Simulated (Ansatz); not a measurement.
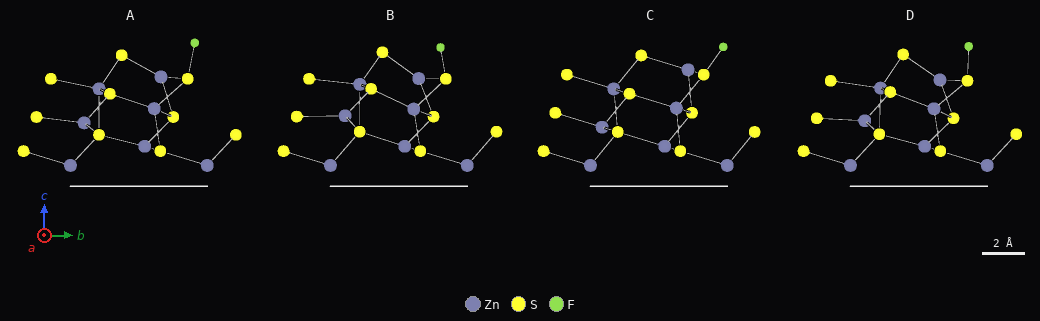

4 geometries from one constrained relaxation of a slab of composition Zn6S6F, in shuffled order. The picture is a ball-and-stick view of the cell of the calculation, outlined in the plane, without the vacuum, seen along the a axis.

It is F on ZnS(111), set down by a guess. The run prepares an end point of a later path (adatom hop) calculation, from a guessed geometry. 3 atoms are held fixed.

These are results of Ansatz 0.2.0, DFT PBE-D3(BJ), scalar-relativistic, plane waves, PAW, not measurements. Set-up: plane-wave cutoff 420 eV; k-point mesh 2 × 2 × 1; occupations gaussian; smearing width 0.02 eV; collinear spin; atoms relaxed in a fixed cell; force threshold 0.03 eV/Å; at most 60 steps.

Q: Put them in the order of the run, from the start to the converged end.

A: C, A, D, B. They are steps 0, 3, 5, 11, at +2.275 eV per cell of the calculation, +0.430 eV per cell of the calculation, +0.124 eV per cell of the calculation relative to the last. After 9 accepted moves (11 points after the start) the energy has fallen by 2.275 eV per cell of the calculation. The largest force component goes from 2.2 to 0.021 eV/Å. The line search rejected the trial steps at points 8, 10 of the run. The largest move is that of the F atom, 1.36 Å within the plane. By element the largest moves are F 1.36 Å, Zn 0.65 Å, S 0.29 Å. The cell doesn't change. Near-neighbour distances that change, for instance: S–Zn 2.354 → 2.153 Å, S–Zn 2.350 → 2.520 Å, S–Zn 2.350 → 2.203 Å, S–Zn 2.354 → 2.450 Å. Among the angles between lasting bonds that change: Zn–S–F 164.2° → 105.5°, Zn–S–F 72.2° → 104.7°, S–Zn–S 109.5° → 130.7°. The run took 63 s on 4 threads of Intel(R) Xeon(R) 6975P-C (Granite Rapids) (shared host), peak memory 1.7 GiB.

Limits of the set-up: the periodic images lie only 6.6 Å apart, so the values are limited by the cell's size.
